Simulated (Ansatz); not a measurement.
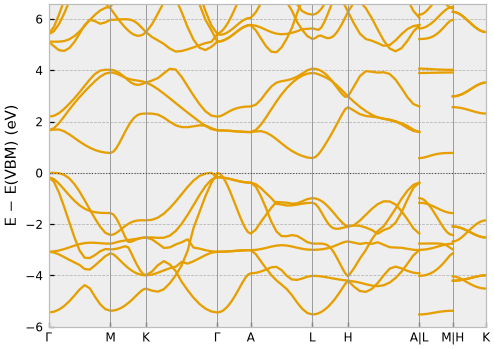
Fig. 1. Band structure from LDA (plane waves, PAW; program Ansatz)

Task: Read off the gap and where the band edges lie.

Result: About 0.6 eV (0.58 eV by a search for the band edges); maximum on the Γ–M line, 6 % of the way from Γ, minimum at L.

The material is HfS2 (CdI2 type, space group No. 164).

Space group P-3m1 (CdI2 type). Symmetry was held in the LDA relaxation; phonons on a q-mesh show no instability. The run is not spin-polarised. A crystal of weakly bound layers computed without a dispersion correction: the cell and the soft elastic constants depend strongly on that. Spin–orbit coupling is left out wherever it is not named.

Potentials: the later of the program's two PAW sets.
